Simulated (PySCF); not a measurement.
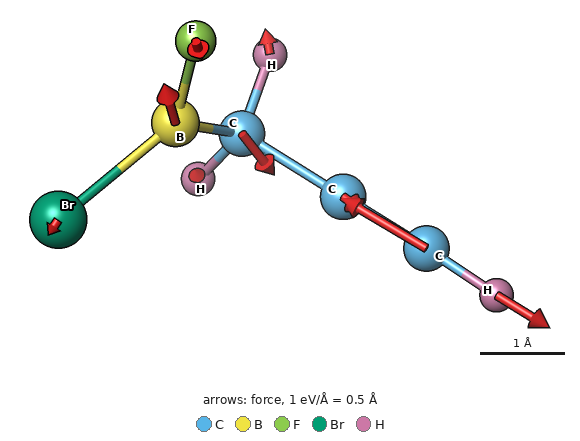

Starting geometry of C₃H₃BBrF with the computed forces as red arrows. Style: ball-and-stick. Shown from a free direction.

The start comes from GFN2-xTB. Its atoms were then displaced at random by about 0.01 Å.

Computed with PySCF 2.14.0, density-fitted response routines, PBE0-D3(BJ)/def2-SVP geometry optimisation, gas phase. 

### What follows when this structure is relaxed?

It isn't relaxed: the largest force vector, on a C atom, is 2.45 eV/Å. The final displacements have little in common with the starting forces (cosine between the two patterns 0.25). Over 12 geometry steps the energy falls by 9.45 kJ/mol. The largest move after the best rigid fit is that of the Br atom, 0.14 Å. By element the largest moves are Br 0.14 Å, H 0.08 Å, F 0.07 Å, C 0.05 Å, B 0.02 Å. Some distances before and after: C–H 1.039 → 1.074 Å, B–C 1.549 → 1.575 Å, B–F 1.335 → 1.315 Å, B–Br 1.892 → 1.912 Å. Bond angles that change, for instance: B–C–H 114.4° → 109.7°, C–C–H 106.0° → 110.2°, C–C–H 107.4° → 110.6°.
